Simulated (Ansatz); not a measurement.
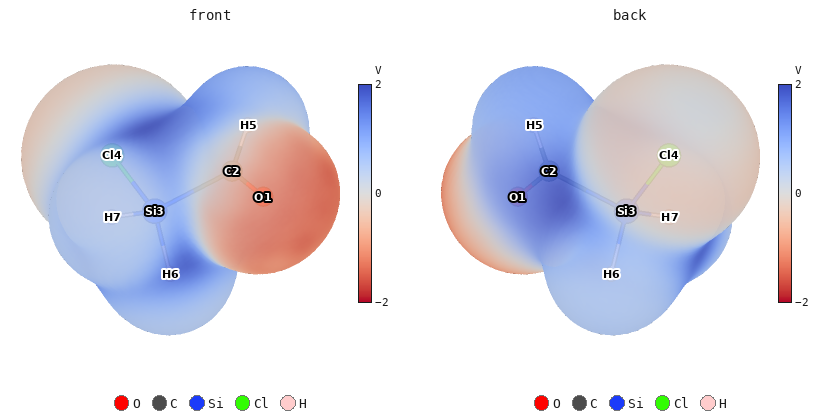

Figure. CH$_{3}$ClOSi. The molecular electrostatic potential painted on the density surface at 0.002 e/bohr³, seen from the front and from behind; the colour scale runs from red (negative) to blue (positive).

Level of theory: Ansatz, RKS BHLYP/def2-SVP.

```json
{"atom": "O", "x (Å)": "0.3616", "y (Å)": "-1.6347", "z (Å)": "1.2205"}
{"atom": "C", "x (Å)": "0.0287", "y (Å)": "-1.1628", "z (Å)": "0.1727"}
{"atom": "Si", "x (Å)": "0.0324", "y (Å)": "0.7475", "z (Å)": "-0.0141"}
{"atom": "Cl", "x (Å)": "-0.5847", "y (Å)": "1.2359", "z (Å)": "-1.9247"}
{"atom": "H", "x (Å)": "-0.2772", "y (Å)": "-1.8181", "z (Å)": "-0.6750"}
{"atom": "H", "x (Å)": "-0.9023", "y (Å)": "1.3207", "z (Å)": "0.9706"}
{"atom": "H", "x (Å)": "1.4028", "y (Å)": "1.2436", "z (Å)": "0.2043"}
```

Which sites attract a positive test charge, and which a negative one?

A positive charge is drawn to the negative regions and a negative charge to the positive ones. The most negative region (about −1.4 V, or −32 kcal/mol for a unit charge) lies over O1, the most positive (about +1.8 V, or +42 kcal/mol for a unit charge) over Si3. O1 is the likeliest acceptor of a hydrogen bond.
